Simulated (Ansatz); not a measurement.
# One shape, several levels: SO2 (sulfur dioxide)

We compute a comparison of 6 runs (BHLYP/STO-3G, CAM-B3LYP/STO-3G, SVWN5/STO-3G, revPBE/STO-3G, MP2/STO-3G, UMP2/STO-3G) of SO2 (sulfur dioxide). 

The calculation is run with Ansatz 0.2.0.

47 further runs of the same task are left out: 20 that didn't finish, 27 set aside as unsound or not needed.

## 1. Starting point

SO2: 3 atoms, total charge 0, spin state singlet. SMILES: `O=S=O`. The O3–S2 distance was set to 3.585 Å, away from the relaxed value. At this shape a bond of the SMILES string is far longer than usual.

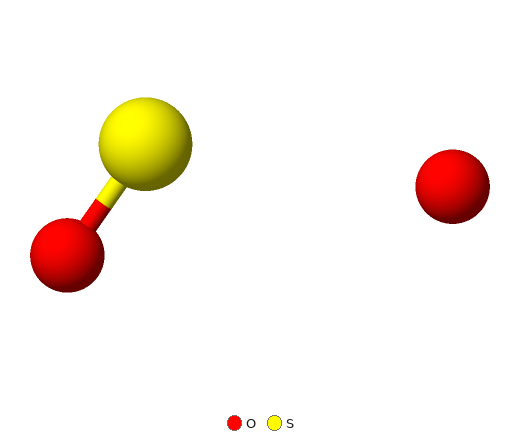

The structure, seen from a chosen angle (oxygen red, sulfur yellow).

## 2. A single-point energy at BHLYP/STO-3G (run 1)

job.yaml

```yaml
crystal:
  periodic: [false, false, false]
  atoms:
    - {symbol: O, position_ang: [-1.585529, 2.688336, -0.565354]}
    - {symbol: S, position_ang: [-0.335249, 2.430096, 0.087786]}
    - {symbol: O, position_ang: [0.690220, -1.001060, 0.264960]}
basis:
  gaussian: {orbitals: STO-3G}
hamiltonian: {xc: {name: BHLYP}}
accuracy: high
```

On the command line:

```sh
ansatz run job.yaml --threads 1 --pin off --max-ram 2610MiB --events-out events.jsonl --progress --plain --runs-dir runs
```

Standard output:

```text
Warning: RAYON_NUM_THREADS=1 ignored (pool sized by the plan → 1); use --threads N
Functional definition: BHLYP
  name "BHLYP"
  parameter a = 0.5
  exchange = (1 - a)*b88_x + a*exact_x
  correlation = lyp_c
300 factors; integrals over basis functions are off by at most 2.4e-8 eV
mean field evaluation 1: about -14694.6671 eV, gradient 1.7e1 eV
mean field evaluation 2: about -14494.7291 eV, gradient 9.2e0 eV
mean field evaluation 4: about -14645.0679 eV, gradient 1.2e2 eV
mean field evaluation 8: about -14740.4396 eV, gradient 9.7e-2 eV
mean field evaluation 16: about -14740.4611 eV, gradient 4.8e-4 eV
mean field evaluation 32: about -14740.4592 eV, gradient 1.7e-2 eV
mean field -14740.46109915 eV, -541.7019539504 hartree, gradient 3.5e-8 eV, S^2 0.000000; 4 other end points of the search recorded, 0 dependent functions left out
reference -14740.46111411 eV, -541.7019545001 hartree; 16, 16 occupied and 3, 3 virtual orbitals, 300 factors
Total energy: -14740.46111411 eV, -541.7019545001 hartree
```

It took 3.9 s on 1 thread of AMD EPYC 7R43 (Zen 3), shared host.

## 3. A single-point energy at CAM-B3LYP/STO-3G (run 2)

molecule.yaml

```yaml
basis:
  gaussian:
    orbitals: STO-3G
crystal:
  periodic: [false, false, false]
  atoms:
    - {symbol: O, position_ang: [-1.585529, 2.688336, -0.565354]}
    - {symbol: S, position_ang: [-0.335249, 2.430096, 0.087786]}
    - {symbol: O, position_ang: [0.690220, -1.001060, 0.264960]}
hamiltonian:
  xc: {name: CAM-B3LYP}
accuracy: high
```

On the command line:

```sh
ansatz run molecule.yaml --threads 1 --pin off --max-ram 2610MiB --events-out events.jsonl --progress --plain --runs-dir runs
```

Standard output:

```text
Warning: RAYON_NUM_THREADS=1 ignored (pool sized by the plan → 1); use --threads N
Functional definition: CAM-B3LYP
  name "CAM-B3LYP"
  parameter alpha = 0.19
  parameter beta = 0.46
  parameter omega = 0.33/bohr
  parameter ac = 0.81
  exchange = (1 - alpha - beta)*b88_x + beta*b88_x_sr(omega) + alpha*exact_x + beta*exact_x_lr(omega)
  correlation = (1 - ac)*vwn5_c + ac*lyp_c
300 factors; integrals over basis functions are off by at most 2.4e-8 eV
139 factors; integrals over basis functions are off by at most 1.1e-9 eV
mean field evaluation 1: about -14693.6880 eV, gradient 1.6e1 eV
mean field evaluation 2: about -14492.7790 eV, gradient 9.5e0 eV
mean field evaluation 4: about -14636.0853 eV, gradient 1.3e2 eV
mean field evaluation 8: about -14737.5045 eV, gradient 1.6e1 eV
mean field evaluation 16: about -14739.1203 eV, gradient 3.0e-3 eV
mean field evaluation 32: about -14739.1225 eV, gradient 6.7e-2 eV
mean field -14739.12033656 eV, -541.6526818340 hartree, gradient 2.8e-8 eV, S^2 0.000000; 4 other end points of the search recorded, 0 dependent functions left out
reference -14739.12034712 eV, -541.6526822222 hartree; 16, 16 occupied and 3, 3 virtual orbitals, 300 factors
Total energy: -14739.12034712 eV, -541.6526822222 hartree
```

It took 4.2 s on 1 thread of AMD EPYC 7R43 (Zen 3), shared host; peak memory 0.11 GiB.

Runs 3 to 5 aren't shown in full; the table further down has their settings and results.

## 4. A single-point energy at UMP2/STO-3G (run 6)

run.yaml

```yaml
crystal:
  periodic: [false, false, false]
  atoms:
    - {symbol: O, position_ang: [-1.585529, 2.688336, -0.565354]}
    - {symbol: S, position_ang: [-0.335249, 2.430096, 0.087786]}
    - {symbol: O, position_ang: [0.690220, -1.001060, 0.264960]}
basis:
  gaussian:
    orbitals: STO-3G
magnetization:
  spin_polarized: true
correlation:
  method: mp2
  frozen_orbitals: {O: 1, S: 5}
accuracy: high
```

On the command line:

```sh
ansatz run run.yaml --threads 1 --pin off --max-ram 2610MiB --events-out events.jsonl --progress --plain --runs-dir runs
```

Standard output:

```text
Warning: RAYON_NUM_THREADS=1 ignored (pool sized by the plan → 1); use --threads N
Functional definition: HF
  name "HF"
  exchange = exact_x
  correlation = 0
300 factors; integrals over basis functions are off by at most 2.4e-8 eV
mean field evaluation 1: about -14662.2575 eV, gradient 9.4e0 eV
mean field evaluation 2: about -14662.2628 eV, gradient 9.5e0 eV
mean field evaluation 4: about -14622.6329 eV, gradient 7.9e1 eV
mean field evaluation 8: about -14707.3113 eV, gradient 8.8e0 eV
mean field evaluation 16: about -14708.7337 eV, gradient 6.1e-4 eV
mean field evaluation 32: about -14710.4067 eV, gradient 8.2e0 eV
mean field evaluation 64: about -14712.6681 eV, gradient 4.5e-5 eV
mean field evaluation 96: about -14712.6681 eV, gradient 4.4e-3 eV
mean field evaluation 128: about -14712.6680 eV, gradient 3.5e-3 eV
mean field evaluation 160: about -14714.5104 eV, gradient 5.8e-3 eV
mean field evaluation 192: about -14712.6661 eV, gradient 1.0e1 eV
mean field evaluation 224: about -14714.5121 eV, gradient 4.1e-7 eV
mean field evaluation 256: about -14714.5117 eV, gradient 3.5e-3 eV
mean field evaluation 288: about -14714.5123 eV, gradient 1.0e-3 eV
mean field evaluation 320: about -14714.5120 eV, gradient 1.9e-2 eV
mean field evaluation 352: about -14714.5115 eV, gradient 1.5e-2 eV
mean field evaluation 384: about -14714.5124 eV, gradient 4.8e-2 eV
mean field evaluation 416: about -14714.5120 eV, gradient 4.6e-2 eV
mean field evaluation 448: about -14714.5126 eV, gradient 2.8e-2 eV
mean field evaluation 480: about -14714.5118 eV, gradient 8.5e-3 eV
mean field evaluation 512: about -14710.6987 eV, gradient 1.2e-1 eV
mean field evaluation 544: about -14714.5121 eV, gradient 1.4e-2 eV
mean field evaluation 576: about -14689.1617 eV, gradient 1.9e1 eV
mean field evaluation 608: about -14712.6681 eV, gradient 2.7e-2 eV
mean field evaluation 640: about -14712.4801 eV, gradient 1.5e0 eV
mean field -14714.51307389 eV, -540.7483816103 hartree, gradient 1.5e-8 eV, S^2 2.004129; 27 other end points of the search recorded, 0 dependent functions left out
7 core orbitals not correlated: weight in the atoms' cores, before any rotation towards them, 1.000 or more for the frozen orbitals, at most 0.000 for the correlated occupied ones
reference -14714.51307389 eV, -540.7483816103 hartree; 9, 9 occupied and 3, 3 virtual orbitals, 300 factors
second order -1.83220184 eV of doubles, -0.00000000 eV of singles
Total energy: -14716.34527573 eV, -540.8157137859 hartree
```

It took 3.6 s on 1 thread of AMD EPYC 7R43 (Zen 3), shared host.

## 5. Overview of the runs

```
run             level  frozen core orbitals  energy (Eh)  wall time
  1      BHLYP/STO-3G                     –  -541.701955      3.9 s
  2  CAM-B3LYP/STO-3G                     –  -541.652682      4.2 s
  3      SVWN5/STO-3G                     –  -539.280506      2.5 s
  4     revPBE/STO-3G                     –  -541.689032      5.4 s
  5        MP2/STO-3G                     7  -540.644880      1.3 s
  6       UMP2/STO-3G                     7  -540.815714      3.6 s
```

## 6. Outcome

```
                                          quantity          value
                               run 6: total energy  -540.81571 Eh
run 6: correlation energy (7 core orbitals frozen)      -67.3 mEh
          run 6: ⟨S²⟩ of the reference determinant          2.004
```

What this shows: Totals of different functionals can't be ranked against each other. In run 5 the log says that unrestricted orbitals would lower the reference, so the values rest on an unstable closed-shell determinant (other closed-shell runs at this shape may share the fault). In runs 1, 2, 3, 4, 5, 6 the basis is minimal, so the values are rough. In runs 1, 2, 3, 4, 5 a closed-shell determinant meets a far-stretched bond, which it describes badly. Spin contamination of the reference: run 6 ⟨S²⟩ = 2.00. Where it is this large, the reference is a mixture of spin states, and values that rest on it are in doubt. All runs together took 21 s, the longest 5.4 s.
